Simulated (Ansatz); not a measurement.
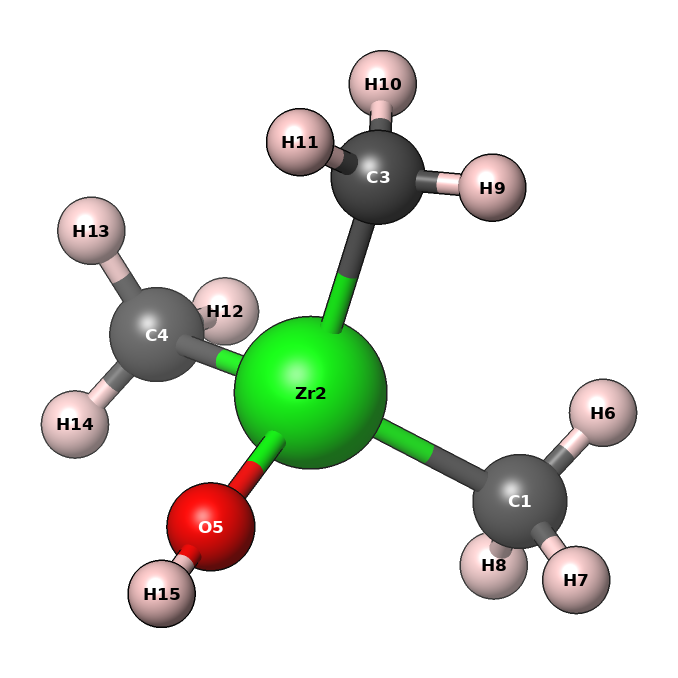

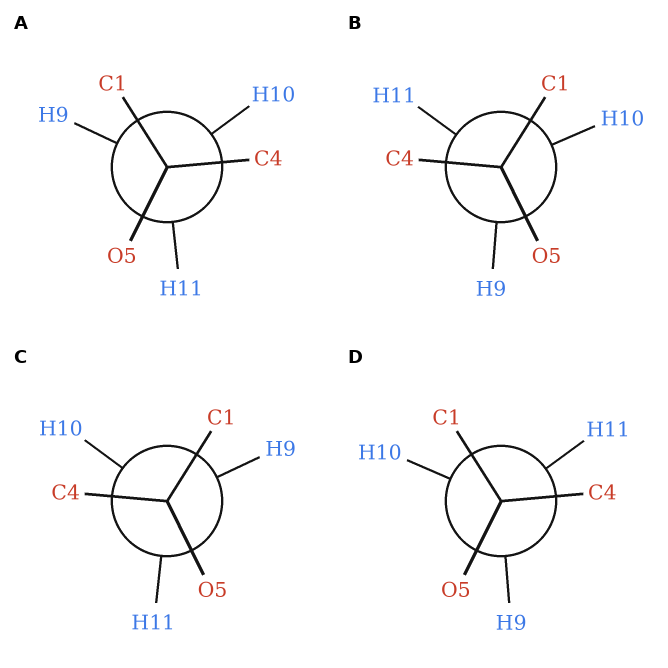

Depth is shown by fading: the farther an atom, the more it takes the colour of the background. Bonds that would overlap in a projection are set slightly apart. The species is neutral and a spin singlet. The computed structure is the end point of a PBE0-D4/def2-TZVP optimisation.

> Which Newman projection shows the view along Zr2–C3, with Zr2 in front?

A. The torsion angle O5–Zr2–C3–H9 is 89°, about perpendicular.
